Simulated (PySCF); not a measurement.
# C3H9AsSe: the cost of one run

Computed with PySCF 2.14.0 and routines of our own; the level stands in each step. Atoms count from 0.

### Step 1. The system as given

14 atoms, charge 0, multiplicity 1; geometry from: GFN2-xTB.

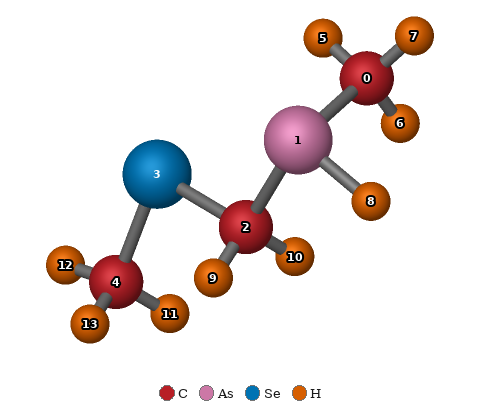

The starting geometry (carbon red, arsenic pink, selenium blue, hydrogen orange).

### Step 2. Relaxing the molecule at PBE0-D3(BJ)/def2-SVP

Job settings and geometry (Å):

```
{"job": {"xc": "PBE0", "basis": "def2-SVP", "d3": "d3bj", "grid": 1, "kind": "geom"}, "charge": 0, "multiplicity": 1}
C     -2.444249    -0.115319     0.650666
As    -1.598778     1.641710     0.368339
C      0.112402     0.955467    -0.372800
Se     1.219137     0.135688     1.025087
C      2.801257    -0.159437    -0.080043
H     -1.993281    -0.583352     1.526143
H     -2.303059    -0.769356    -0.208350
H     -3.511072     0.000501     0.838834
H     -2.185037     1.838426    -1.015776
H      0.694640     1.779436    -0.793931
H     -0.058965     0.202649    -1.147023
H      2.540922    -0.801632    -0.919240
H      3.550283    -0.644462     0.540205
H      3.175122     0.799234    -0.434276
```

Command:

```sh
$ OMP_NUM_THREADS=1 python excited_run.py task.json out
```

One launch serves the whole session: the jobs run in the order shown.

**Question.** How long does this first job take on 1 thread of Arm Neoverse N1, shared host, and how much memory does it need?

About 2.1 min, with a peak of 0.7 GiB.
